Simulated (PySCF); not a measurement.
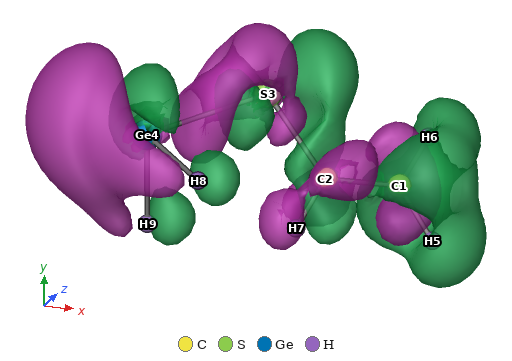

Figure. C2H5GeS, charge −1, SMILES `C=C[S][GeH2-]`. Change of the electron density in a uniform field of 0.10 V/Å, surfaces at ±0.001 e/Å³ (green: gain, purple: loss).

PySCF calculation, B3LYP/def2-TZVP, gas phase; geometry: GFN2-xTB. No frequency check shows the geometry to be a minimum. For an anion such functionals hold the outermost electrons too loosely, so the response is rough. GFN2-xTB bond lengths at metals and heavier atoms can be off by up to 0.1 Å and shapes distorted, which carries into these values. The basis has no diffuse functions, which an anion needs.

The field was applied in both directions; the picture shows the one opposite to the script's first.

> Along which Cartesian direction does the field point?

Along −x: electrons gather on the +x side, against the field.

> What dipole is induced, and what polarisability does it imply?

The induced dipole is 0.68 D (along the field); α along this axis, from the fields in both directions, is 133 bohr³ (19.8 Å³).

Cost of the run: 100 s on 1 thread of Intel(R) Xeon(R) Processor @ 2.50GHz (Skylake/Cascade Lake), with other jobs on the host, peak memory 0.84 GiB.
